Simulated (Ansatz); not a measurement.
Breaking the Sn1–F2 bond in FH3Sn (SMILES [F][SnH3]) (multiplicity 1 held, fragments rigid). Energies count from the point at 1.941 Å.
Geometry at that point (charge 0, multiplicity 1):
```
atom    x (Å)    y (Å)    z (Å)
----  -------  -------  -------
Sn    -0.2352  -0.0722  -0.0867
F      1.5144   0.4647   0.5585
H      0.0898  -1.1822  -1.3396
H     -0.9606   1.3760  -0.6196
H     -0.9995  -0.7677   1.2696
```

Restricted levels (R-, RO-) in cc, def2 and unpolarised 6-31G sets keep to the state of the molecule at rest. Unrestricted levels (U-) break spin symmetry where that is lower. Levels need not reach the same state.

Cores are frozen in the correlated methods. Filled d and f shells under p-block atoms count as core.

Run with Ansatz (Gaussian orbitals). Each number belongs to the level named beside it. In def2 rows elements past Kr take small-core potentials, without spin–orbit coupling.

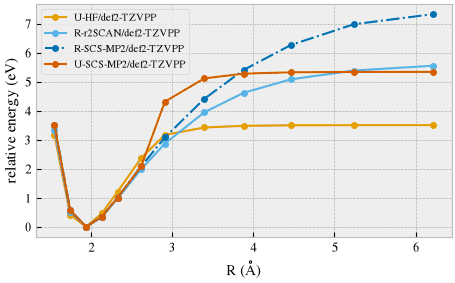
Relative energy along the coordinate

Question: Read off the U-SCS-MP2/def2-TZVPP curve at R = 2.911.

Answer: about 4.3 eV

Doubts at one or more of the structures used: a spin-contaminated determinant (U-HF/def2-TZVPP, U-SCS-MP2/def2-TZVPP); a restricted determinant that unrestricted orbitals would lower (R-r2SCAN/def2-TZVPP, R-SCS-MP2/def2-TZVPP).

Ansatz is a program for electronic structure.
